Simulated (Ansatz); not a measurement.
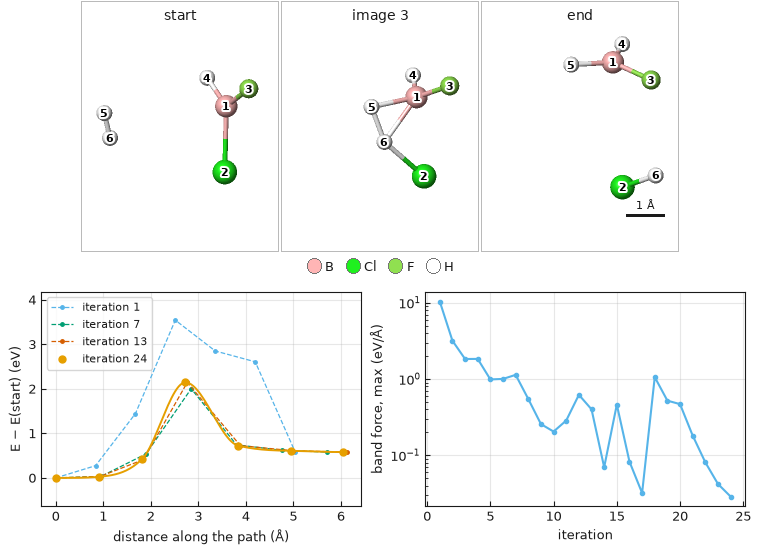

NEB run on BH$_{3}$ClF, made up at the start of BHClF and H$_{2}$. Images are numbered from 0 (start) to 6 (end). The plot follows the band through its iterations. A ball-and-stick model, seen at a tilt.

Theory: RHF/def2-SVP in Ansatz 0.2.0. Run with 5 movable images; climbing image; force threshold 0.03 eV/Å; iteration limit 60; starting path through a guess of the saddle point.

How did the profile develop, and is the result final?

Answer. The result is final at these settings. The band converged in 24 iterations. The largest component of the band force went from 10 to 0.029 eV/Å. The climbing image converged on the top of the path. Its vibrational analysis gives one imaginary mode (1396i cm⁻¹), as a transition state must have. The first iteration put the highest image at 3.54 eV. The energy climbs by 2.14 eV to image 3 and then falls by 1.56 eV, so the end point sits at +0.58 eV.

Limits of the set-up: the start holds two separate molecules, 3.5 Å apart at their closest, whose relative position is a soft coordinate and is computed without a dispersion correction; Hartree-Fock leaves out electron correlation.

The run took 75 s on 1 thread of Arm Neoverse V1, with other jobs on the host, peak memory 0.1 GiB.
